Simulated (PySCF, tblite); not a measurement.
# C₆H₉O₃−: a rotation path, then NMR shifts on frames, part 2 of 2

tblite 0.8.0 and PySCF 2.14.0. Atoms count from 0.

### 5 Shielding tensors: image 5, PBE0/pcSseg-1

What the job is given:

```
{"job": {"kind": "nmr", "xc": "PBE0", "basis": "pcSseg-1", "pop": false}, "charge": -1, "multiplicity": 1}
C      2.561700    -0.100100    -0.121800
O      1.695400    -0.240400     0.979500
C      0.463500     0.423400     0.834700
C     -0.636700    -0.137900    -0.081100
C     -0.508200    -1.432800    -1.007300
O     -1.593900    -1.837300    -1.436400
O      0.619800    -1.875900    -1.239700
C     -1.530700     0.908100    -0.698700
C     -2.035500     0.076300     0.433900
H      2.157200    -0.634300    -0.986400
H      3.511900    -0.541800     0.179700
H      2.713000     0.963900    -0.365200
H      0.075400     0.453600     1.862800
H      0.673900     1.469100     0.529100
H     -1.930000     0.701800    -1.681600
H     -1.316800     1.956600    -0.515500
H     -2.756200    -0.692000     0.194200
H     -2.172600     0.546000     1.401600
```

Level: GIAO PBE0/pcSseg-1 NMR shielding, non-relativistic, gas phase.

Log:

```text
coarse grid: 15360 points
cycle   1  E = -458.8124764912  dE =  1.466e+00  |g| = 1.176e+00  |ddm| = 3.788e+00
cycle   2  E = -458.3611131286  dE =  4.514e-01  |g| = 1.948e+00  |ddm| = 4.292e+00
cycle   3  E = -459.0727476864  dE = -7.116e-01  |g| = 1.800e-01  |ddm| = 3.355e+00
cycle   4  E = -459.0788438488  dE = -6.096e-03  |g| = 8.922e-02  |ddm| = 2.699e-01
cycle   5  E = -459.0806680307  dE = -1.824e-03  |g| = 1.856e-02  |ddm| = 9.553e-02
cycle   6  E = -459.0807082670  dE = -4.024e-05  |g| = 1.188e-02  |ddm| = 2.518e-02
cycle   7  E = -459.0807333495  dE = -2.508e-05  |g| = 2.621e-03  |ddm| = 1.241e-02
cycle   8  E = -459.0807346793  dE = -1.330e-06  |g| = 6.331e-04  |ddm| = 2.664e-03
final grid: 149224 points
cycle   9  E = -459.1679764773  dE = -2.735e-05  |g| = 1.545e-02  |ddm| = 3.437e-02
cycle  10  E = -459.1679114694  dE =  6.501e-05  |g| = 2.435e-02  |ddm| = 3.372e-02
cycle  11  E = -459.1680207245  dE = -1.093e-04  |g| = 1.664e-03  |ddm| = 2.237e-02
cycle  12  E = -459.1680213118  dE = -5.873e-07  |g| = 2.139e-04  |ddm| = 1.519e-03
cycle  13  E = -459.1680213179  dE = -6.142e-09  |g| = 1.447e-04  |ddm| = 3.864e-04
cycle  14  E = -459.1680213219  dE = -3.956e-09  |g| = 3.281e-05  |ddm| = 1.587e-04
cycle  15  E = -459.1680213220  dE = -1.460e-10  |g| = 1.859e-05  |ddm| = 4.986e-05
converged SCF energy = -459.1680213220

GIAO shielding tensors (ppm)
atom      isotropic    diamagn.    paramagn.     s11        s22        s33       span
  0 C      122.994     244.938    -121.944     87.567     99.922    181.493     93.926
  1 O      299.745     393.884     -94.139    258.865    305.645    334.725     75.860
  2 C       99.465     239.623    -140.158     61.225     90.781    146.389     85.164
  3 C      164.123     254.605     -90.483    132.223    141.899    218.246     86.023
  4 C       17.001     237.467    -220.465    -68.615     58.784     60.835    129.450
  5 O       33.183     405.914    -372.731   -149.271      7.077    241.742    391.013
  6 O       -6.698     406.578    -413.276   -217.105    -31.167    228.178    445.283
  7 C      166.483     254.087     -87.605    128.221    170.915    200.312     72.091
  8 C      167.387     255.893     -88.505    128.986    171.209    201.966     72.980
  9 H       24.241      29.449      -5.208     18.458     25.617     28.647     10.190
 10 H       28.457      29.238      -0.782     24.525     25.780     35.066     10.541
 11 H       29.294      30.383      -1.089     26.195     27.067     34.619      8.424
 12 H       27.651      30.850      -3.199     20.454     30.389     32.110     11.657
 13 H       28.595      31.718      -3.123     21.926     30.366     33.491     11.565
 14 H       31.096      32.509      -1.413     25.134     28.782     39.372     14.238
 15 H       32.521      33.477      -0.957     27.749     29.641     40.172     12.424
 16 H       30.129      33.200      -3.071     23.592     28.002     38.792     15.199
 17 H       32.617      33.897      -1.280     27.345     30.224     40.283     12.938
```

Run time: 29 s. Hardware: 1 thread of Arm Neoverse V1, shared host; peak memory 0.94 GiB.

In short: δ C4 169.9, C2 87.5, C0 63.9, C3 22.8, H9 7.48, H12 4.07 ppm.

### 6 Shielding tensors: image 6, PBE0/pcSseg-1

What the job is given:

```
{"job": {"kind": "nmr", "xc": "PBE0", "basis": "pcSseg-1", "pop": false}, "charge": -1, "multiplicity": 1}
C      2.462400     0.020100    -0.238300
O      1.746100    -0.239400     0.942400
C      0.443100     0.291600     0.967500
C     -0.613400    -0.176500    -0.038400
C     -0.517400    -1.529800    -0.880200
O     -1.596800    -1.885200    -1.367100
O      0.592400    -2.054800    -0.997400
C     -1.362300     0.908700    -0.768100
C     -2.019300     0.183600     0.360700
H      2.014500    -0.515400    -1.079100
H      3.472700    -0.352000    -0.064600
H      2.500300     1.100900    -0.448400
H      0.097900     0.050500     1.981300
H      0.520500     1.398300     0.893400
H     -1.710800     0.686400    -1.766700
H     -1.075800     1.945000    -0.616800
H     -2.784600    -0.535300     0.105800
H     -2.178100     0.709400     1.295700
```

Level: GIAO PBE0/pcSseg-1 NMR shielding, non-relativistic, gas phase.

Log:

```text
coarse grid: 15360 points
cycle   1  E = -458.8133170339  dE =  1.467e+00  |g| = 1.179e+00  |ddm| = 3.790e+00
cycle   2  E = -458.3584347954  dE =  4.549e-01  |g| = 1.953e+00  |ddm| = 4.322e+00
cycle   3  E = -459.0750739064  dE = -7.166e-01  |g| = 1.785e-01  |ddm| = 3.389e+00
cycle   4  E = -459.0810894935  dE = -6.016e-03  |g| = 8.801e-02  |ddm| = 2.693e-01
cycle   5  E = -459.0829288545  dE = -1.839e-03  |g| = 1.211e-02  |ddm| = 9.457e-02
cycle   6  E = -459.0829523076  dE = -2.345e-05  |g| = 6.040e-03  |ddm| = 1.372e-02
cycle   7  E = -459.0829594070  dE = -7.099e-06  |g| = 1.148e-03  |ddm| = 5.456e-03
final grid: 149224 points
cycle   8  E = -459.1702686444  dE = -3.155e-05  |g| = 1.586e-02  |ddm| = 3.516e-02
cycle   9  E = -459.1701965755  dE =  7.207e-05  |g| = 2.532e-02  |ddm| = 3.607e-02
cycle  10  E = -459.1703153313  dE = -1.188e-04  |g| = 1.822e-03  |ddm| = 2.388e-02
cycle  11  E = -459.1703159897  dE = -6.583e-07  |g| = 4.456e-04  |ddm| = 1.743e-03
cycle  12  E = -459.1703160149  dE = -2.528e-08  |g| = 2.568e-04  |ddm| = 6.438e-04
cycle  13  E = -459.1703160270  dE = -1.204e-08  |g| = 4.739e-05  |ddm| = 2.438e-04
cycle  14  E = -459.1703160274  dE = -4.206e-10  |g| = 1.845e-05  |ddm| = 6.926e-05
converged SCF energy = -459.1703160274

GIAO shielding tensors (ppm)
atom      isotropic    diamagn.    paramagn.     s11        s22        s33       span
  0 C      125.986     245.374    -119.387     93.634    103.110    181.215     87.580
  1 O      299.073     393.750     -94.677    260.318    300.224    336.677     76.359
  2 C      100.732     239.448    -138.717     63.056     92.910    146.229     83.174
  3 C      165.161     256.264     -91.103    130.724    146.092    218.668     87.944
  4 C       17.340     237.735    -220.394    -69.512     59.759     61.775    131.288
  5 O       31.153     406.133    -374.980   -155.440      8.016    240.882    396.323
  6 O      -10.003     406.948    -416.951   -228.112    -36.550    234.652    462.764
  7 C      163.922     253.343     -89.421    122.942    170.505    198.318     75.376
  8 C      174.172     256.458     -82.286    141.120    174.341    207.054     65.935
  9 H       25.268      30.094      -4.827     20.522     26.881     28.401      7.879
 10 H       28.498      29.282      -0.784     24.490     25.885     35.118     10.628
 11 H       29.210      30.731      -1.521     26.291     26.861     34.478      8.186
 12 H       27.396      30.566      -3.169     20.391     30.628     31.170     10.780
 13 H       28.822      31.649      -2.827     22.060     30.683     33.724     11.665
 14 H       31.059      32.444      -1.385     25.160     28.673     39.344     14.184
 15 H       32.384      33.459      -1.075     27.883     29.264     40.004     12.121
 16 H       30.313      33.292      -2.979     23.716     28.020     39.202     15.486
 17 H       32.734      33.840      -1.105     27.103     30.297     40.803     13.701
```

Wall time 28 s (1 thread of Arm Neoverse V1, shared host); peak memory 1 GiB.

In short: δ C4 169.6, C2 86.2, C0 60.9, C7 23.0, H9 6.45, H12 4.32 ppm.

### 7 Shielding tensors: image 8, PBE0/pcSseg-1

What the job is given:

```
{"job": {"kind": "nmr", "xc": "PBE0", "basis": "pcSseg-1", "pop": false}, "charge": -1, "multiplicity": 1}
C      2.200900     0.263400    -0.413200
O      1.803600    -0.112900     0.877800
C      0.420800     0.036300     1.149900
C     -0.574500    -0.254800     0.044300
C     -0.577400    -1.689300    -0.643700
O     -1.630600    -1.973700    -1.227300
O      0.463700    -2.343600    -0.541700
C     -0.996600     0.889100    -0.839600
C     -1.926700     0.378600     0.213100
H      1.739000    -0.378800    -1.166800
H      3.284100     0.136000    -0.441900
H      1.954300     1.314800    -0.624400
H      0.237800    -0.641500     1.991400
H      0.251700     1.076300     1.501500
H     -1.229600     0.659100    -1.869700
H     -0.545900     1.866200    -0.695400
H     -2.766500    -0.215400    -0.115800
H     -2.116800     0.996500     1.083200
```

Level: GIAO PBE0/pcSseg-1 NMR shielding, non-relativistic, gas phase.

Log:

```text
coarse grid: 15360 points
cycle   1  E = -458.8206211665  dE =  1.466e+00  |g| = 1.181e+00  |ddm| = 3.790e+00
cycle   2  E = -458.3940522882  dE =  4.266e-01  |g| = 1.926e+00  |ddm| = 4.177e+00
cycle   3  E = -459.0831545252  dE = -6.891e-01  |g| = 1.745e-01  |ddm| = 3.204e+00
cycle   4  E = -459.0888326834  dE = -5.678e-03  |g| = 8.778e-02  |ddm| = 2.647e-01
cycle   5  E = -459.0905252128  dE = -1.693e-03  |g| = 2.417e-02  |ddm| = 9.883e-02
cycle   6  E = -459.0906080971  dE = -8.288e-05  |g| = 1.209e-02  |ddm| = 2.955e-02
cycle   7  E = -459.0906342162  dE = -2.612e-05  |g| = 2.233e-03  |ddm| = 1.166e-02
cycle   8  E = -459.0906352467  dE = -1.030e-06  |g| = 5.567e-04  |ddm| = 2.501e-03
final grid: 149224 points
cycle   9  E = -459.1767699088  dE = -4.041e-05  |g| = 1.547e-02  |ddm| = 4.198e-02
cycle  10  E = -459.1767049997  dE =  6.491e-05  |g| = 2.434e-02  |ddm| = 3.366e-02
cycle  11  E = -459.1768141397  dE = -1.091e-04  |g| = 1.844e-03  |ddm| = 2.209e-02
cycle  12  E = -459.1768148229  dE = -6.832e-07  |g| = 4.486e-04  |ddm| = 1.800e-03
cycle  13  E = -459.1768148475  dE = -2.461e-08  |g| = 2.707e-04  |ddm| = 6.557e-04
cycle  14  E = -459.1768148608  dE = -1.324e-08  |g| = 5.263e-05  |ddm| = 2.544e-04
cycle  15  E = -459.1768148613  dE = -5.311e-10  |g| = 1.903e-05  |ddm| = 7.560e-05
converged SCF energy = -459.1768148613

GIAO shielding tensors (ppm)
atom      isotropic    diamagn.    paramagn.     s11        s22        s33       span
  0 C      130.553     245.776    -115.223    105.664    110.198    175.796     70.132
  1 O      306.394     394.242     -87.847    262.347    286.230    370.606    108.260
  2 C      103.903     240.163    -136.260     68.787     97.593    145.330     76.544
  3 C      163.458     258.607     -95.149    122.367    150.746    217.261     94.894
  4 C       16.467     238.928    -222.461    -70.440     57.768     62.074    132.514
  5 O       30.870     406.569    -375.700   -164.191      6.722    250.078    414.269
  6 O       -8.323     407.583    -415.906   -237.707    -32.110    244.849    482.556
  7 C      169.624     252.820     -83.196    134.081    173.678    201.112     67.031
  8 C      177.449     256.320     -78.871    143.442    176.198    212.706     69.264
  9 H       26.781      31.138      -4.358     23.479     27.437     29.426      5.947
 10 H       28.666      29.414      -0.748     24.507     26.509     34.982     10.475
 11 H       28.824      31.584      -2.760     24.683     27.786     34.003      9.320
 12 H       27.031      30.148      -3.117     21.625     28.653     30.814      9.189
 13 H       28.997      31.760      -2.763     21.812     31.676     33.502     11.691
 14 H       31.083      32.601      -1.517     25.660     28.417     39.173     13.514
 15 H       31.942      33.625      -1.682     27.465     28.506     39.856     12.390
 16 H       30.669      33.200      -2.531     24.132     27.990     39.886     15.754
 17 H       32.602      33.864      -1.262     26.586     30.006     41.214     14.628
```

Wall time 29 s (1 thread of Arm Neoverse V1, shared host); peak memory 0.94 GiB.

Key values: δ C4 170.5, C2 83.0, C0 56.4, C3 23.5, H9 4.94, H12 4.69 ppm.

### 8 Comparing the runs: NMR shifts

Shifts (ppm) of some atoms, chosen among heavy atoms and hydrogens apart, with basis size and wall time:

| frame | C7 | C8 | H13 | H9 | O6 | O5 | O1 | functions | time |
| --- | --- | --- | --- | --- | --- | --- | --- | --- | --- |
| image 0 | 17.6 | 6.5 | 5.83 | 3.85 | 334.9 | 294.2 | 28.2 | 198 | 29 s |
| image 2 | 10.5 | 12.0 | 4.74 | 4.69 | 331.6 | 328.7 | 29.1 | 198 | 29 s |
| image 5 | 20.4 | 19.5 | 3.12 | 7.48 | 342.8 | 302.9 | 36.3 | 198 | 29 s |
| image 6 | 23.0 | 12.8 | 2.89 | 6.45 | 346.1 | 304.9 | 37.0 | 198 | 28 s |
| image 8 | 17.3 | 9.5 | 2.72 | 4.94 | 344.4 | 305.2 | 29.7 | 198 | 29 s |

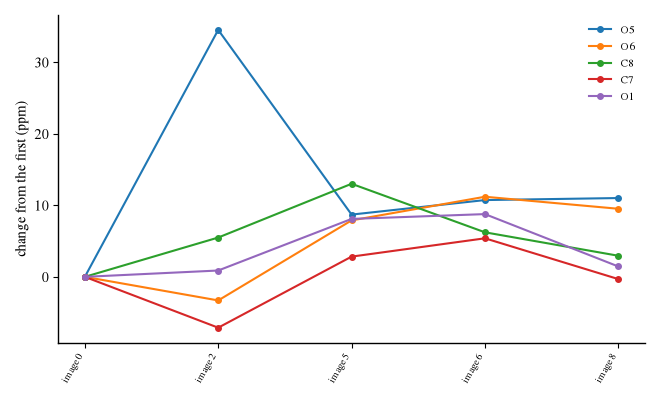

How five of the tabulated atoms move from run to run.

### 9 Outcome

What follows sums up all 2 parts.

| quantity | value |
| --- | --- |
| barrier | 0.384 eV (8.9 kcal/mol) at image 5 |
| end to end (GFN2-xTB) | 0.245 eV |
| 13C shifts against TMS (PBE0/pcSseg-1, image 0) | 172.3, 82.1, 57.4, 26.1, 17.6, 6.5 ppm |
| 1H shifts against TMS (PBE0/pcSseg-1, image 0) | 5.83, 3.85, 3.49, 2.90, 2.67, 1.19, 0.58, 0.01, -0.26 ppm |
| 17O shifts against H2O (PBE0/pcSseg-1, image 0) | 334.9, 294.2, 28.2 ppm |
| range of the shift of O5 | 294.2 to 328.7 ppm |

What this shows: Along the band the dihedral turns by 149°, and the top (dihedral 210°) lies 8.9 kcal/mol above the start (GFN2-xTB, rough), so at room temperature this motion is fast. The top was not checked by a frequency run. Shifts at one fixed geometry are not the observed spectrum, which averages over the motion. In the first frame run (image 0): The widest tensor belongs to O6: span 539 ppm, with a paramagnetic part of -406 ppm. In ppm, O5 moves most: its shift spreads over 34.5 ppm, from 294.2 (image 0) to 328.7 (image 2).
